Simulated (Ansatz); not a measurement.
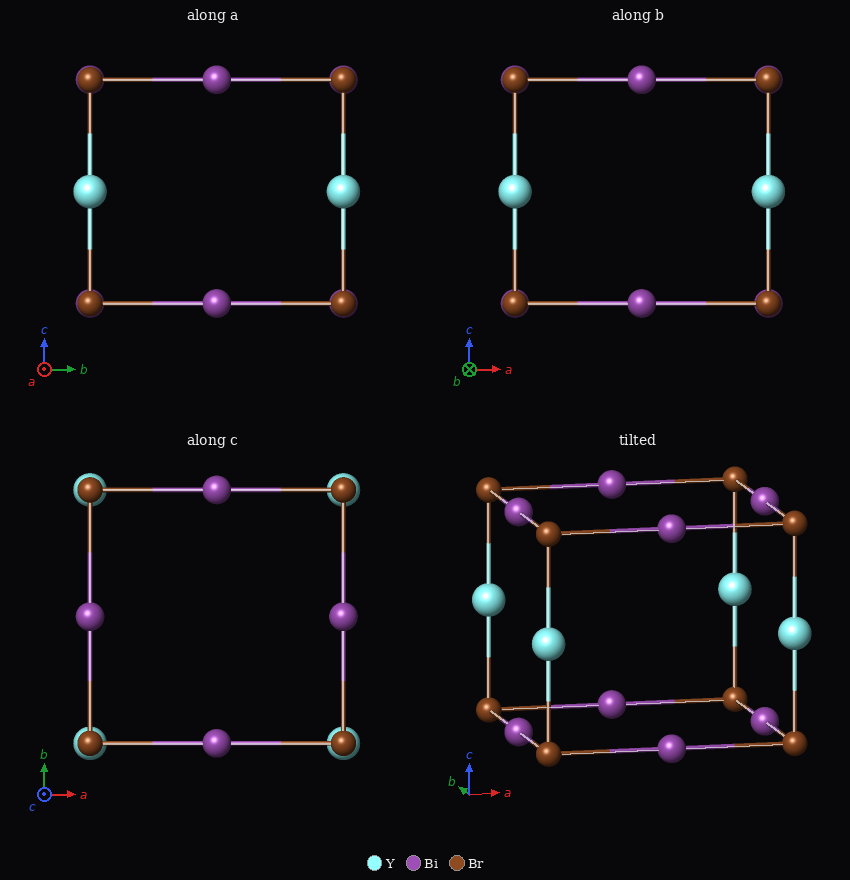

View along the a axis, along the b axis, along the c axis and slightly off an axis, drawn as a ball-and-stick model. The box is the conventional unit cell; atoms on or close to its faces, edges and corners are drawn wherever they repeat.

Lattice parameters: a = 5.9466 Å, b = 5.9466 Å, c = 5.2497 Å, α = 90.000°, β = 90.000°, γ = 90.000°.

Turn the picture into a CIF in P1 with every atom of the cell.

```cif
data_structure
_symmetry_space_group_name_H-M 'P 1'
_symmetry_Int_Tables_number 1
_cell_length_a 5.9466
_cell_length_b 5.9466
_cell_length_c 5.2497
_cell_angle_alpha 90.000
_cell_angle_beta 90.000
_cell_angle_gamma 90.000
_cell_volume 185.64
loop_
_atom_site_label
_atom_site_type_symbol
_atom_site_fract_x
_atom_site_fract_y
_atom_site_fract_z
_atom_site_occupancy
Y1 Y 0.0000 0.0000 0.5000 1
Bi1 Bi 0.0000 0.5000 0.0000 1
Bi2 Bi 0.5000 0.0000 0.0000 1
Br1 Br 0.0000 0.0000 0.0000 1
```

The structure was taken from a random cell made by a generator, so it need not be a real form of the compound. Earlier steps of the study may have refined or changed the cell and positions. Ansatz was used for an electronic-structure calculation on it.
